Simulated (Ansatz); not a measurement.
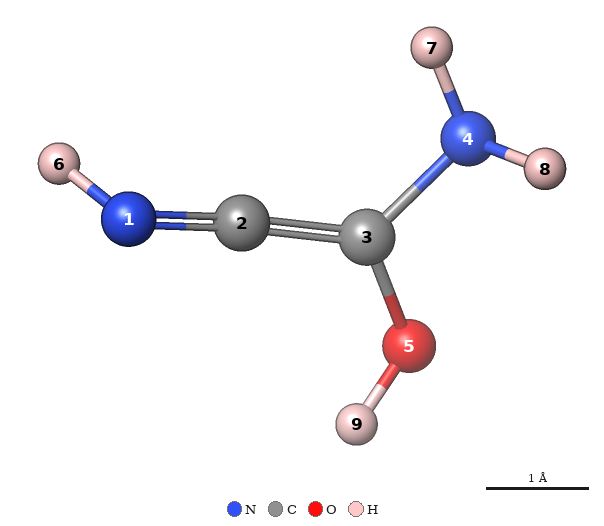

Orthographic view. Distant atoms are faded towards the background colour. Computed geometry: PBE0-D4/def2-TZVP optimisation.

Write a MOL file (V2000) with the atoms in numerical order, bonds sorted by atom number with the orders drawn, and coordinates in the frame of the picture: x right, y up, z towards the viewer, origin at the mean position.

```
C2H4N2O
                    3D

  9  8  0  0  0  0  0  0  0  0999 V2000
   -2.0200   -0.0000    0.7600 N   0  0  0  0  0  0  0  0  0  0  0  0
   -0.9100   -0.0400    0.2200 C   0  0  0  0  0  0  0  0  0  0  0  0
    0.3200   -0.1800   -0.2100 C   0  0  0  0  0  0  0  0  0  0  0  0
    1.3200    0.7900   -0.0700 N   0  0  0  0  0  0  0  0  0  0  0  0
    0.7400   -1.2500   -0.9600 O   0  0  0  0  0  0  0  0  0  0  0  0
   -2.7100    0.5400    0.2300 H   0  0  0  0  0  0  0  0  0  0  0  0
    0.9600    1.6800    0.2200 H   0  0  0  0  0  0  0  0  0  0  0  0
    2.0700    0.4900    0.5300 H   0  0  0  0  0  0  0  0  0  0  0  0
    0.2200   -2.0200   -0.7100 H   0  0  0  0  0  0  0  0  0  0  0  0
  1  2  2  0
  1  6  1  0
  2  3  2  0
  3  4  1  0
  3  5  1  0
  4  7  1  0
  4  8  1  0
  5  9  1  0
M  END
```
